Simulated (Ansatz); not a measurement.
The reference is CdTe in the zinc blende structure (space group F-43m, No. 216; a = 6.4086 Å). Axes: x, y, z lie along the cube axes.

Modification: uniaxial strain ε_zz = +0.50 %, all other strain components held at zero; the atoms relax in the strained cell.

Method: Kohn–Sham DFT with the LDA functional, run in Ansatz (a quantum-chemistry and plane-wave program) with PAW and 420 eV plane waves, no spin-orbit coupling.

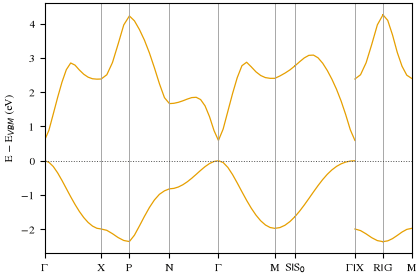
Fig. 1. Highest valence and lowest conduction band along the path of the changed cell's own zone

**Question.** From the figure, how large is the changed gap, and is it direct?

**Answer.** About 0.6 eV, direct at Γ.

With Te present, leaving out spin-orbit coupling can change the band edges. Stability against distortions was not tested. Labels are those of the standard path for the cell's own space group.
